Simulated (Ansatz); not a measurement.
# SiHF (triplet): from Hartree-Fock to the top rungs at a displaced geometry (v1), cc-pVDZ

How much of the correlation energy of SiHF (triplet) does each wave-function method recover here?

Method: cc-pVDZ, core rule «outside noble gas», up to 6 orbitals frozen; program: Ansatz 0.2.0, Gaussian basis.

Plan: UHF; CCSD(T) on ROHF; CCSD(T) on UHF; BCCD(T) on ROHF; CISD; CCSDT(Q) on ROHF; CCSDT(Q) on UHF.

37 further runs of the same task are left out: 14 for a known fault of the program, 12 that didn't finish, 11 set aside as unsound or not needed.

## (1) The system

The geometry is a PBE0/def2-TZVP stationary point (not a proven minimum) with its atoms shifted at random (size 0.040 Å).

3 atoms, charge 0, spin multiplicity 3.

Atoms are counted from 1 here; the program's logs count them from 0.

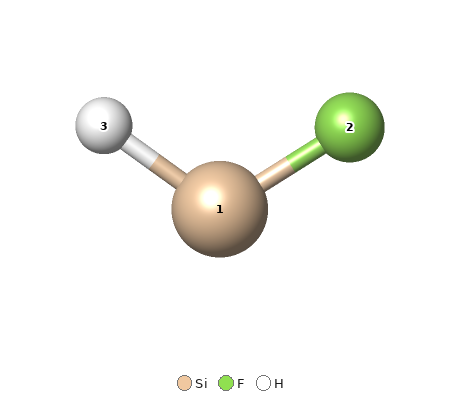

The structure; silicon light orange, fluorine green, hydrogen white; atoms are numbered from 1 in the order of the file.

In the tables R marks a restricted open-shell determinant and U an unrestricted one; energies count from the table's Hartree-Fock row.

## (2) UHF

in.yaml reads:

```yaml
crystal:
  periodic: [false, false, false]
  atoms:
    - {symbol: Si, position_ang: [-0.000659, -0.094225, 0.619888]}
    - {symbol: F, position_ang: [-0.001492, 0.073808, -0.986748]}
    - {symbol: H, position_ang: [0.046472, 1.234321, 1.326256]}
basis:
  gaussian: {orbitals: cc-pVDZ}
magnetization: {spin_polarized: true, initial_magnetization: 2}
hamiltonian: {xc: hf}
output: {orbitals: {seedname: orbitals}}
```

Command:

```sh
> ansatz run in.yaml --threads 1 --pin off --events-out ev --progress --plain --max-ram 2393MiB
```

Log:

```text
Functional definition: HF
  name "HF"
  cite "Fock, Z. Phys. 61, 126 (1930) doi:10.1007/BF01340294"
  parent pbe
  exchange = exact_x
  correlation = 0
357 factors; integrals over basis functions are off by at most 1.0e-3 eV
mean field evaluation 1: about -10581.2186 eV, gradient 1.6e1 eV
mean field evaluation 2: about -10581.2589 eV, gradient 1.6e1 eV
mean field evaluation 4: about -10582.7052 eV, gradient 2.3e0 eV
mean field evaluation 8: about -10582.8215 eV, gradient 1.6e-1 eV
mean field -10582.82218163 eV, -388.9115418802 hartree, gradient 1.3e-5 eV, S^2 2.004851; 0 other end points of the search recorded, 0 dependent functions left out
reference -10582.82218163 eV, -388.9115418802 hartree; 13, 11 occupied and 24, 26 virtual orbitals, 357 factors
Total energy: -10582.82218163 eV, -388.9115418802 hartree
```

Run time: 0.18 s. Hardware: 1 thread of Arm Neoverse V2, shared host.

From the report: ⟨S²⟩ of the determinant 2.005 (pure triplet: 2.00).

## (3) CCSD(T) on ROHF

Edit in.yaml of step 2 so:

```diff
@@ -8,4 +8,4 @@
   gaussian: {orbitals: cc-pVDZ}
-magnetization: {spin_polarized: true, initial_magnetization: 2}
-hamiltonian: {xc: hf}
-output: {orbitals: {seedname: orbitals}}
+magnetization: {spin_polarized: false, initial_magnetization: 2}
+correlation: {method: ccsd_t, electrons: outside_noble_gas}
+output: {forces: true}
```

Same command.

Log (excerpt; [...] marks lines left out):

```text
Functional definition: HF
  name "HF"
  cite "Fock, Z. Phys. 61, 126 (1930) doi:10.1007/BF01340294"
  parent pbe
[...]
357 factors; integrals over basis functions are off by at most 1.0e-3 eV
[...]
mean field -10582.77367373 eV, -388.9097592480 hartree, gradient 1.6e-6 eV, S^2 2.000000; 0 other end points of the search recorded, 0 dependent functions left out
6 core orbitals not correlated: weight in the atoms' cores, before any rotation towards them, 1.000 or more for the frozen orbitals, at most 0.000 for the correlated occupied ones
reference -10582.77367373 eV, -388.9097592480 hartree; 7, 5 occupied and 24, 26 virtual orbitals, 357 factors
second order -6.82972364 eV of doubles, -0.02950990 eV of singles
cycle   1  -7.01123162 eV  change   -1.5e-1 eV  update   7.4e-2
[...]
cycle  13  -7.28835584 eV  change   -2.3e-7 eV  update   1.0e-6
perturbative correction -0.13136357 eV, -0.0048275221 hartree
[...]
Total energy: -10590.19339314 eV, -389.1824289070 hartree
Atom 0 at    -0.000659    -0.094225     0.619888 Å, force     0.008017     0.040583     1.663504 eV/Å
Atom 1 at    -0.001492     0.073808    -0.986748 Å, force    -0.004398     0.075779    -1.728631 eV/Å
Atom 2 at     0.046472     1.234321     1.326256 Å, force    -0.003619    -0.116363     0.065127 eV/Å
Dipole moment:    -0.000675    -0.055877     0.296683 e Å
```

Wall time 1.5 s (1 thread of Arm Neoverse V2, shared host).

From the report: correlation -7.4197 eV; T1 0.022; largest double amplitude 0.05.

## (4) CCSD(T) on UHF

Edit in.yaml of step 3 so:

```diff
@@ -8,3 +8,3 @@
   gaussian: {orbitals: cc-pVDZ}
-magnetization: {spin_polarized: false, initial_magnetization: 2}
+magnetization: {spin_polarized: true, initial_magnetization: 2}
 correlation: {method: ccsd_t, electrons: outside_noble_gas}
```

Same command.

Log (excerpt; [...] marks lines left out):

```text
Functional definition: HF
  name "HF"
  cite "Fock, Z. Phys. 61, 126 (1930) doi:10.1007/BF01340294"
  parent pbe
[...]
357 factors; integrals over basis functions are off by at most 1.0e-3 eV
[...]
mean field -10582.82218163 eV, -388.9115418802 hartree, gradient 2.1e-6 eV, S^2 2.004851; 0 other end points of the search recorded, 0 dependent functions left out
6 core orbitals not correlated: weight in the atoms' cores, before any rotation towards them, 1.000 or more for the frozen orbitals, at most 0.000 for the correlated occupied ones
reference -10582.82218163 eV, -388.9115418802 hartree; 7, 5 occupied and 24, 26 virtual orbitals, 357 factors
second order -6.81912703 eV of doubles, -0.00000000 eV of singles
cycle   1  -6.96882807 eV  change   -1.5e-1 eV  update   7.3e-2
[...]
cycle  12  -7.24095309 eV  change   -1.3e-6 eV  update   2.3e-6
perturbative correction -0.13068892 eV, -0.0048027293 hartree
[...]
Total energy: -10590.19382364 eV, -389.1824447275 hartree
Atom 0 at    -0.000659    -0.094225     0.619888 Å, force     0.007969     0.039183     1.663037 eV/Å
Atom 1 at    -0.001492     0.073808    -0.986748 Å, force    -0.004395     0.075884    -1.728739 eV/Å
Atom 2 at     0.046472     1.234321     1.326256 Å, force    -0.003574    -0.115067     0.065702 eV/Å
Dipole moment:    -0.000675    -0.055887     0.296722 e Å
```

Wall time 1.5 s (1 thread of Arm Neoverse V2, shared host).

From the report: ⟨S²⟩ of the determinant 2.005 (pure triplet: 2.00); correlation -7.3716 eV; T1 0.019; largest double amplitude 0.04.

## (5) BCCD(T) on ROHF

Edit in.yaml of step 4 so:

```diff
@@ -8,4 +8,3 @@
   gaussian: {orbitals: cc-pVDZ}
-magnetization: {spin_polarized: true, initial_magnetization: 2}
-correlation: {method: ccsd_t, electrons: outside_noble_gas}
-output: {forces: true}
+magnetization: {spin_polarized: false, initial_magnetization: 2}
+correlation: {method: bccd_t, electrons: outside_noble_gas}
```

Launched as before.

Log (excerpt; [...] marks lines left out):

```text
Functional definition: HF
  name "HF"
  cite "Fock, Z. Phys. 61, 126 (1930) doi:10.1007/BF01340294"
  parent pbe
[...]
357 factors; integrals over basis functions are off by at most 1.0e-3 eV
[...]
mean field -10582.77367373 eV, -388.9097592480 hartree, gradient 1.6e-6 eV, S^2 2.000000; 0 other end points of the search recorded, 0 dependent functions left out
6 core orbitals not correlated: weight in the atoms' cores, before any rotation towards them, 1.000 or more for the frozen orbitals, at most 0.000 for the correlated occupied ones
reference -10582.77367373 eV, -388.9097592480 hartree; 7, 5 occupied and 24, 26 virtual orbitals, 357 factors
second order -6.82972364 eV of doubles, -0.02950990 eV of singles
cycle   1  -7.01673757 eV  change   -1.6e-1 eV  update   7.4e-2
[...]
cycle  11  -7.26848001 eV  change   -8.7e-6 eV  update   1.0e-5
perturbative correction -0.15462812 eV, -0.0056824786 hartree
Total energy: -10590.19678186 eV, -389.1825534402 hartree
```

It took 0.81 s on 1 thread of Arm Neoverse V2, shared host.

From the report: correlation -7.4231 eV; largest double amplitude 0.04.

## (6) CISD

Edit in.yaml of step 5 so:

```diff
@@ -9,2 +9,2 @@
 magnetization: {spin_polarized: false, initial_magnetization: 2}
-correlation: {method: bccd_t, electrons: outside_noble_gas}
+correlation: {active_space: {ras: {orbitals: [5, 2, 24], electrons: 12, max_holes: 2, max_particles: 2}, fixed_orbitals: true}}
```

Same command.

Log:

```text
Functional definition: HF
  name "HF"
  cite "Fock, Z. Phys. 61, 126 (1930) doi:10.1007/BF01340294"
  parent pbe
  exchange = exact_x
  correlation = 0
357 factors; integrals over basis functions are off by at most 1.0e-3 eV
mean field evaluation 1: about -10581.1046 eV, gradient 2.3e1 eV
mean field evaluation 2: about -10581.1372 eV, gradient 2.3e1 eV
mean field evaluation 4: about -10582.7013 eV, gradient 1.9e0 eV
mean field evaluation 8: about -10582.7733 eV, gradient 1.4e-1 eV
mean field evaluation 16: about -10582.7737 eV, gradient 1.6e-6 eV
mean field -10582.77367373 eV, -388.9097592480 hartree, gradient 1.6e-6 eV, S^2 2.000000; 0 other end points of the search recorded, 0 dependent functions left out
reference -10582.77367373 eV, -388.9097592480 hartree; 13, 11 occupied and 24, 26 virtual orbitals, 357 factors
state -10589.62698753 eV, -389.1616138846 hartree
Total energy: -10589.62698753 eV, -389.1616138846 hartree
```

Wall time 1.5 s (1 thread of Arm Neoverse V2, shared host).

From the report: 64,178 determinants.

## (7) CCSDT(Q) on ROHF

Edit in.yaml of step 6 so:

```diff
@@ -9,2 +9,2 @@
 magnetization: {spin_polarized: false, initial_magnetization: 2}
-correlation: {active_space: {ras: {orbitals: [5, 2, 24], electrons: 12, max_holes: 2, max_particles: 2}, fixed_orbitals: true}}
+correlation: {method: ccsdt_q, electrons: outside_noble_gas}
```

Launched as before.

Log (excerpt; [...] marks lines left out):

```text
Functional definition: HF
  name "HF"
  cite "Fock, Z. Phys. 61, 126 (1930) doi:10.1007/BF01340294"
  parent pbe
[...]
656 factors; integrals over basis functions are off by at most 1.6e-7 eV
[...]
mean field -10582.77379958 eV, -388.9097638727 hartree, gradient 1.6e-6 eV, S^2 2.000000; 0 other end points of the search recorded, 0 dependent functions left out
6 core orbitals not correlated: weight in the atoms' cores, before any rotation towards them, 1.000 or more for the frozen orbitals, at most 0.000 for the correlated occupied ones
reference -10582.77379958 eV, -388.9097638727 hartree; 7, 5 occupied and 24, 26 virtual orbitals, 656 factors
second order -6.82974457 eV of doubles, -0.02951005 eV of singles
cycle   1  -7.01123672 eV  change   -1.5e-1 eV  update   8.0e-2
[...]
cycle  17  -7.43708845 eV  change   -6.3e-7 eV  update   5.1e-7
perturbative correction -0.01214217 eV, -0.0004462164 hartree
Total energy: -10590.22303019 eV, -389.1835180486 hartree
```

Wall time 15 s (1 thread of Arm Neoverse V2, shared host); peak memory 0.36 GiB.

From the report: correlation -7.4492 eV; T1 0.022; largest double amplitude 0.05.

## (8) CCSDT(Q) on UHF

Edit in.yaml of step 7 so:

```diff
@@ -8,3 +8,3 @@
   gaussian: {orbitals: cc-pVDZ}
-magnetization: {spin_polarized: false, initial_magnetization: 2}
+magnetization: {spin_polarized: true, initial_magnetization: 2}
 correlation: {method: ccsdt_q, electrons: outside_noble_gas}
```

Launched as before.

Log (excerpt; [...] marks lines left out):

```text
Functional definition: HF
  name "HF"
  cite "Fock, Z. Phys. 61, 126 (1930) doi:10.1007/BF01340294"
  parent pbe
[...]
656 factors; integrals over basis functions are off by at most 1.6e-7 eV
[...]
mean field -10582.82230773 eV, -388.9115465144 hartree, gradient 2.0e-6 eV, S^2 2.004851; 0 other end points of the search recorded, 0 dependent functions left out
6 core orbitals not correlated: weight in the atoms' cores, before any rotation towards them, 1.000 or more for the frozen orbitals, at most 0.000 for the correlated occupied ones
reference -10582.82230773 eV, -388.9115465144 hartree; 7, 5 occupied and 24, 26 virtual orbitals, 656 factors
second order -6.81914787 eV of doubles, -0.00000000 eV of singles
cycle   1  -6.96883304 eV  change   -1.5e-1 eV  update   7.9e-2
[...]
cycle  17  -7.38888237 eV  change   -6.2e-7 eV  update   4.7e-7
perturbative correction -0.01441122 eV, -0.0005296026 hartree
Total energy: -10590.22560132 eV, -389.1836125359 hartree
```

Run time: 12 s. Hardware: 1 thread of Arm Neoverse V2, shared host; peak memory 0.28 GiB.

From the report: ⟨S²⟩ of the determinant 2.005 (pure triplet: 2.00); correlation -7.4033 eV; T1 0.019; largest double amplitude 0.05.

## (9) The ladder

The yardstick is UCCSDT(Q), where the cluster series has nearly closed. Rows without a time come out of other runs: HF, MP2 and CCSD of CCSD(T), CCSDT of CCSDT(Q). The times of RCCSD(T), UCCSD(T) include forces.

Differences are taken before rounding.

```csv
method,energy from the lowest RHF (meV),from UCCSDT(Q) (meV),time
RHF,0.0,+7451.9,
UHF,-48.5,+7403.4,
RMP2,-6859.2,+592.7,
UMP2,-6867.6,+584.3,
CISD,-6853.3,+598.6,1.5 s
RCCSD,-7288.4,+163.6,
UCCSD,-7289.5,+162.5,
RCCSD(T),-7419.7,+32.2,1.5 s
UCCSD(T),-7420.1,+31.8,1.5 s
BCCD(T),-7423.1,+28.8,0.81 s
RCCSDT,-7437.2,+14.7,
UCCSDT,-7437.5,+14.4,
RCCSDT(Q),-7449.4,+2.6,15 s
UCCSDT(Q),-7451.9,0,12 s
```

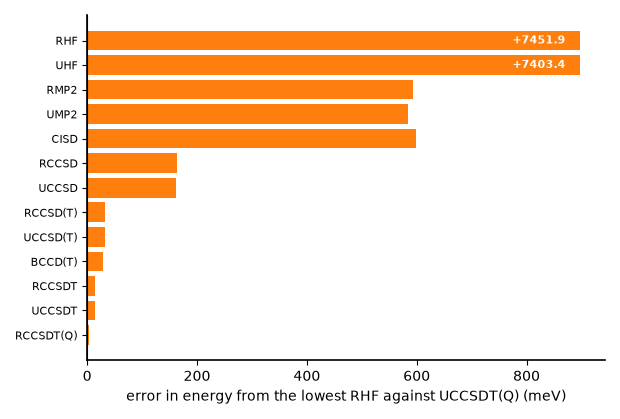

Deviations from UCCSDT(Q), method by method. Bars with a number in them are cut short.

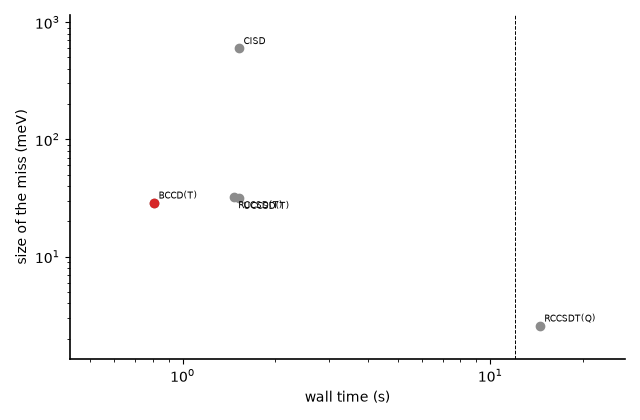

Accuracy for the time spent; red marks the levels that beat every quicker one drawn (of those quicker than the yardstick), and the dashed line is the time of UCCSDT(Q). Times are from a shared host.

## (10) Summary of results

| quantity | value |
| --- | --- |
| UCCSDT(Q) below the RHF energy | -7.4519 eV |
| RMP2 from UCCSDT(Q) | +592.7 meV |
| UMP2 from UCCSDT(Q) | +584.3 meV |
| RCCSD from UCCSDT(Q) | +163.6 meV |
| RCCSD(T) from UCCSDT(Q) | +32.2 meV |
| UCCSD(T) from UCCSDT(Q) | +31.8 meV |
| RCCSDT(Q) from UCCSDT(Q) | +2.6 meV |
| levels within 1 kcal/mol (43 meV) | RCCSD(T), UCCSD(T), BCCD(T), RCCSDT, UCCSDT, RCCSDT(Q) |
| T1 diagnostic | 0.022 |

**Reading.** RCCSD(T) misses by +32.2 meV, 0.4 % of the correlation energy. These misses are within one basis, not against nature; the frozen cores of restricted and unrestricted runs differ, which can shift their rows.

BCCD(T) reaches 28.8 meV from the reference in 0.81 s, where UCCSDT(Q) took 12 s.
